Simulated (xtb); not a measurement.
## Geometry relaxation, with input and output: C$_{3}$H$_{6}$AlF (part 1 of 3)

System: C$_{3}$H$_{6}$AlF, SMILES [F][AlH][CH]1CC1.
Method: GFN2-xTB, ALPB solvent dioxane (xtb 6.7.1).

The input holds or restrains some coordinates. The geometry comes from this level: GFN2-xTB.

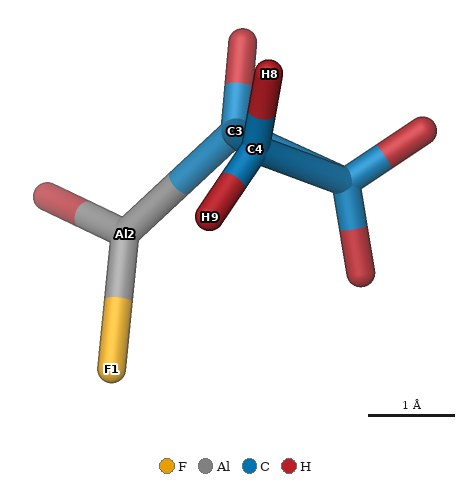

*The starting structure (stick view, seen at a tilt; atoms are numbered from 1 in the order of the input). Sticks mark near contacts.*

Summary

| quantity | value |
| --- | --- |
| outcome | converged under the restraints of the input |
| electrons treated | 28 |
| total energy | −15.337339 hartree |
| dispersion energy | −0.005240 hartree |
| solvation energy | −0.008705 hartree |
| basis functions | 32 |
| HOMO | −10.54 eV |
| LUMO | −6.31 eV |
| dipole moment | 2.25 D |
| hardware | 1 thread of Arm Neoverse V1, 24 GiB of memory available, shared host |
| peak memory | 0.076 GiB |

Input (start.xyz)
```
11

F     -2.159130     1.698490     0.153330
Al    -0.590260     1.672810     0.660850
C      0.588480     0.135770     0.255520
C     -0.023270    -1.254820     0.221380
C      0.383490    -0.610090    -1.052310
H     -0.153040     2.905410     1.443170
H      1.624410     0.147330     0.592930
H      0.563690    -2.080680     0.596700
H     -1.084560    -1.354350     0.414690
H      1.254890    -0.984790    -1.570110
H     -0.404700    -0.275080    -1.716160
```

File xcontrol
```
$chrg 0
$spin 0
$constrain
   force constant=0.05
   angle: 3, 4, 8, 138.2
$end
```

Launch command:
```bash
xtb start.xyz --gfn2 --input xcontrol -o loose --alpb dioxane | tee xtb.out
```

Log
```
* xtb version 6.7.1
   ID    Z sym.   atoms
    1    9 F      1
    2   13 Al     2
    3    6 C      3-5
    4    1 H      6-11
constraining angle 3 4 8 to  138.2000000°, actual value:  118.2267313°

           -------------------------------------------------
          |                Calculation Setup                |
           -------------------------------------------------

          program call               : xtb start.xyz --gfn2 --input xcontrol -o loose --alpb dioxane
          coordinate file            : start.xyz
          omp threads                :                     1

           -------------------------------------------------
          |                 G F N 2 - x T B                 |
           -------------------------------------------------

      * Hamiltonian:
        H0-scaling (s, p, d)           1.850000    2.230000    2.230000
        zeta-weighting                 0.500000
      * Dispersion:
        s8                             2.700000
        a1                             0.520000
        a2                             5.000000
        s9                             5.000000
      * Repulsion:
        kExp                           1.500000    1.000000
        rExp                           1.000000
      * Coulomb:
        alpha                          2.000000
        third order                    shell-resolved
        anisotropic                    true
        a3                             3.000000
        a5                             4.000000
        cn-shift                       1.200000
        cn-exp                         4.000000
        max-rad                        5.000000

      * Solvation model:               ALPB
        Solvent                        dioxane
        Parameter file                 internal GFN2-xTB/ALPB
        Dielectric constant                2.2099E+00
        Reference state                gsolv [1 M gas/solution]
        Free energy shift                  2.7711E-03 Eh       1.7389E+00 kcal/mol
        Temperature                        2.9815E+02 K
        Density                            1.0300E+00 kg/L
        Solvent mass                       8.8110E+01 g/mol
        Interaction kernel             P16
        Born radius scaling (c1)           1.0859E+00
        Born radii integrator          GBOBC
        Born offset                        0.0000E+00 a0       0.0000E+00 AA
        H-bond correction              true
        Ion screening                  false
        Surface tension                    1.0000E-05 Eh       1.5569E+01 dyn/cm
        Grid points                               230 per atom

          ...................................................
          :                      SETUP                      :
          :.................................................:
          :  # basis functions                  32          :
          :  # atomic orbitals                  31          :
          :  # shells                           17          :
          :  # electrons                        28          :
          :  max. iterations                   250          :
          :  Hamiltonian                  GFN2-xTB          :
          :  restarted?                      false          :
          :  GBSA solvation                   true          :
          :  PC potential                    false          :
          :  electronic temp.          300.0000000     K    :
          :  accuracy                    1.0000000          :
          :  -> integral cutoff          0.2500000E+02      :
          :  -> integral neglect         0.1000000E-07      :
          :  -> SCF convergence          0.1000000E-05 Eh   :
          :  -> wf. convergence          0.1000000E-03 e    :
          :  Broyden damping             0.4000000          :
          :  net charge                          0          :
          :  unpaired electrons                  0          :
          ...................................................

 iter      E             dE          RMSdq      gap      omega  full diag
   1    -15.4567588 -0.154568E+02  0.144E+01    4.47       0.0  T
   2    -15.4976433 -0.408845E-01  0.804E+00    4.31       1.0  T
   3    -15.4995214 -0.187806E-02  0.200E+00    3.88       1.0  T
   4    -15.5066002 -0.707887E-02  0.101E+00    4.16       1.0  T
   5    -15.5069304 -0.330187E-03  0.768E-01    4.20       1.0  T
   6    -15.5072804 -0.350021E-03  0.222E-01    4.21       1.0  T
   7    -15.5073695 -0.890665E-04  0.111E-01    4.22       1.0  T
   8    -15.5073751 -0.562003E-05  0.276E-02    4.24       1.1  T
   9    -15.5073764 -0.123927E-05  0.121E-02    4.23       2.5  T
  10    -15.5073765 -0.139060E-06  0.814E-03    4.24       3.7  T
  11    -15.5073767 -0.240208E-06  0.355E-03    4.23       8.5  T
  12    -15.5073768 -0.345930E-07  0.861E-04    4.23      35.0  T
  13    -15.5073768 -0.159127E-08  0.245E-04    4.23     123.3  T

   *** convergence criteria satisfied after 13 iterations ***

         #    Occupation            Energy/Eh            Energy/eV
      -------------------------------------------------------------
         1        2.0000           -0.8052359             -21.9116
       ...           ...                  ...                  ...
         8        2.0000           -0.5071563             -13.8004
         9        2.0000           -0.4903748             -13.3438
        10        2.0000           -0.4547637             -12.3747
        11        2.0000           -0.4457154             -12.1285
        12        2.0000           -0.4272954             -11.6273
        13        2.0000           -0.4174012             -11.3581
        14        2.0000           -0.3863944             -10.5143 (HOMO)
        15                         -0.2307939              -6.2802 (LUMO)
        16                         -0.1875994              -5.1048
        17                         -0.1290677              -3.5121
        18                         -0.1037154              -2.8222
        19                         -0.0800268              -2.1776
       ...                                ...                  ...
        31                          1.1435875              31.1186
      -------------------------------------------------------------
                  HL-Gap            0.1556006 Eh            4.2341 eV
             Fermi-level           -0.3085942 Eh           -8.3973 eV

 SCC (total)                   0 d,  0 h,  0 min,  0.006 sec
 SCC setup                      ...        0 min,  0.000 sec (  3.768%)
 Dispersion                     ...        0 min,  0.000 sec (  0.721%)
 classical contributions        ...        0 min,  0.000 sec (  0.146%)
 integral evaluation            ...        0 min,  0.001 sec ( 12.917%)
 iterations                     ...        0 min,  0.003 sec ( 57.536%)
 molecular gradient             ...        0 min,  0.001 sec ( 23.653%)
 printout                       ...        0 min,  0.000 sec (  1.043%)

         :::::::::::::::::::::::::::::::::::::::::::::::::::::
         ::                     SUMMARY                     ::
         :::::::::::::::::::::::::::::::::::::::::::::::::::::
         :: total energy             -15.334811546743 Eh    ::
         :: w/o Gsasa/hb/shift       -15.327816920569 Eh    ::
         :: gradient norm              0.032744460361 Eh/a0 ::
         :: HOMO-LUMO gap              4.234107428516 eV    ::
         ::.................................................::
         :: SCC energy               -15.507371084815 Eh    ::
         :: -> isotropic ES            0.041242552036 Eh    ::
         :: -> anisotropic ES          0.004231930386 Eh    ::
         :: -> anisotropic XC          0.000751153115 Eh    ::
         :: -> dispersion             -0.005244749337 Eh    ::
         :: -> Gsolv                  -0.008666612720 Eh    ::
         ::    -> Gelec               -0.001671986546 Eh    ::
         ::    -> Gsasa               -0.009247846768 Eh    ::
         ::    -> Ghb                 -0.000517887384 Eh    ::
         ::    -> Gshift               0.002771107977 Eh    ::
         :: repulsion energy           0.166483464409 Eh    ::
         :: add. restraining           0.006076073663 Eh    ::
         :: total charge              -0.000000000000 e     ::
         :::::::::::::::::::::::::::::::::::::::::::::::::::::

      -----------------------------------------------------------
     |                   =====================                   |
     |                        A N C O P T                        |
     |                   =====================                   |
     |               Approximate Normal Coordinate               |
     |                Rational Function Optimizer                |
      -----------------------------------------------------------

          ...................................................
          :                      SETUP                      :
          :.................................................:
          :   optimization level             loose          :
          :   max. optcycles                   200          :
          :   ANC micro-cycles                  20          :
          :   degrees of freedom                27          :
          :.................................................:
          :   RF solver                   davidson          :
          :   write xtbopt.log                true          :
          :   linear?                        false          :
          :   energy convergence         0.5000000E-04 Eh   :
          :   grad. convergence          0.4000000E-02 Eh/α :
          :   maximum RF displ.          1.0000000          :
          :   Hlow (freq-cutoff)         0.1000000E-01      :
          :   Hmax (freq-cutoff)         5.0000000          :
          :   S6 in model hess.         20.0000000          :
          ...................................................

generating ANC from exact Hessian ...
Using Lindh-Hessian (1995)
 Shifting diagonal of input Hessian by    8.6105194802622975E-003
 Lowest  eigenvalues of input Hessian
    0.000000    0.000000    0.000000    0.000000    0.000000    0.000000
    0.010000    0.011455    0.015336    0.024933    0.028639    0.041570
    0.048561    0.050637    0.054570    0.059225    0.087328    0.123869
 Highest eigenvalues
    1.054501    1.134018    1.203143    1.341952    1.430365    1.743154

........................................................................
.............................. CYCLE    1 ..............................
........................................................................

 iter      E             dE          RMSdq      gap      omega  full diag
   1    -15.5073768 -0.155074E+02  0.158E-05    4.23       0.0  T
   2    -15.5073768 -0.230926E-12  0.851E-06    4.23    3542.1  T
   3    -15.5073768 -0.675016E-13  0.772E-06    4.23    3905.8  T
     SCC iter.                  ...        0 min,  0.001 sec
     gradient                   ...        0 min,  0.001 sec
 * total energy  :   -15.3348115 Eh     change       -0.2239720E-09 Eh
   gradient norm :     0.0327444 Eh/α   predicted     0.0000000E+00 (-100.00%)
   displ. norm   :     0.1614541 α      lambda       -0.3358874E-02
   maximum displ.:     0.0905038 α      in ANC's #9, #17, #11, ...

........................................................................
.............................. CYCLE    2 ..............................
........................................................................

 iter      E             dE          RMSdq      gap      omega  full diag
   1    -15.5059838 -0.155060E+02  0.280E-01    4.24       0.0  T
   2    -15.5059978 -0.140207E-04  0.176E-01    4.24       1.0  T
   3    -15.5059965  0.132687E-05  0.414E-02    4.24       1.0  T
   4    -15.5059983 -0.182008E-05  0.145E-02    4.24       2.1  T
   5    -15.5059993 -0.968594E-06  0.130E-02    4.24       2.3  T
   6    -15.5059994 -0.911024E-07  0.560E-03    4.24       5.4  T
   7    -15.5059994 -0.449987E-08  0.105E-03    4.24      28.7  T
   8    -15.5059994 -0.809631E-09  0.238E-04    4.24     126.5  T
   9    -15.5059994 -0.133813E-10  0.781E-05    4.24     386.0  T
     SCC iter.                  ...        0 min,  0.002 sec
     gradient                   ...        0 min,  0.001 sec
 * total energy  :   -15.3369299 Eh     change       -0.2118384E-02 Eh
   gradient norm :     0.0130032 Eh/α   predicted    -0.1723217E-02 ( -18.65%)
   displ. norm   :     0.1012697 α      lambda       -0.6186303E-03
   maximum displ.:     0.0534177 α      in ANC's #4, #11, #7, ...

........................................................................
.............................. CYCLE    3 ..............................
........................................................................

 iter      E             dE          RMSdq      gap      omega  full diag
   1    -15.5045127 -0.155045E+02  0.329E-01    4.23       0.0  T
   2    -15.5045726 -0.598744E-04  0.204E-01    4.22       1.0  T
   3    -15.5045741 -0.149714E-05  0.116E-01    4.22       1.0  T
   4    -15.5045725  0.163647E-05  0.216E-02    4.22       1.4  T
   5    -15.5045746 -0.210903E-05  0.948E-03    4.22       3.2  T
   6    -15.5045746 -0.386107E-07  0.406E-03    4.22       7.4  T
   7    -15.5045746 -0.104585E-07  0.451E-04    4.22      66.8  T
   8    -15.5045746 -0.532054E-10  0.154E-04    4.22     196.1  T
     SCC iter.                  ...        0 min,  0.002 sec
     gradient                   ...        0 min,  0.001 sec
 * total energy  :   -15.3372354 Eh     change       -0.3054784E-03 Eh
   gradient norm :     0.0057357 Eh/α   predicted    -0.3124857E-03 (   2.29%)
   displ. norm   :     0.1011793 α      lambda       -0.2489975E-03
   maximum displ.:     0.0588139 α      in ANC's #1, #2, #4, ...

........................................................................
.............................. CYCLE    4 ..............................
........................................................................

 iter      E             dE          RMSdq      gap      omega  full diag
   1    -15.5038888 -0.155039E+02  0.468E-01    4.22       0.0  T
   2    -15.5040077 -0.118988E-03  0.298E-01    4.22       1.0  T
   3    -15.5040108 -0.310902E-05  0.167E-01    4.21       1.0  T
   4    -15.5040109 -0.539861E-07  0.155E-02    4.21       1.9  T
   5    -15.5040113 -0.379871E-06  0.862E-03    4.21       3.5  T
   6    -15.5040113 -0.356180E-07  0.225E-03    4.21      13.4  T
   7    -15.5040113 -0.124122E-07  0.333E-04    4.21      90.5  T
   8    -15.5040113 -0.190834E-10  0.181E-04    4.21     166.7  T
     SCC iter.                  ...        0 min,  0.002 sec
     gradient                   ...        0 min,  0.001 sec
 * total energy  :   -15.3372586 Eh     change       -0.2319930E-04 Eh
   gradient norm :     0.0041950 Eh/α   predicted    -0.1257738E-03 ( 442.14%)
   displ. norm   :     0.0414516 α      lambda       -0.1280550E-03
   maximum displ.:     0.0332108 α      in ANC's #4, #1, #11, ...

........................................................................
.............................. CYCLE    5 ..............................
........................................................................

 iter      E             dE          RMSdq      gap      omega  full diag
   1    -15.5046270 -0.155046E+02  0.205E-01    4.22       0.0  T
   2    -15.5046562 -0.291355E-04  0.114E-01    4.23       1.0  T
   3    -15.5046569 -0.714596E-06  0.684E-02    4.23       1.0  T
   4    -15.5046567  0.217795E-06  0.986E-03    4.22       3.1  T
   5    -15.5046570 -0.308906E-06  0.387E-03    4.23       7.8  T
   6    -15.5046570 -0.316010E-09  0.118E-03    4.23      25.6  T
   7    -15.5046570 -0.339927E-08  0.163E-04    4.23     185.4  T
   8    -15.5046570 -0.106652E-10  0.665E-05    4.23     453.5  T
     SCC iter.                  ...        0 min,  0.002 sec
     gradient                   ...        0 min,  0.001 sec
 * total energy  :   -15.3373294 Eh     change       -0.7080508E-04 Eh
   gradient norm :     0.0011501 Eh/α   predicted    -0.6413710E-04 (  -9.42%)
   displ. norm   :     0.0382707 α      lambda       -0.9886748E-05
   maximum displ.:     0.0326649 α      in ANC's #2, #4, #1, ...

........................................................................
.............................. CYCLE    6 ..............................
........................................................................
```
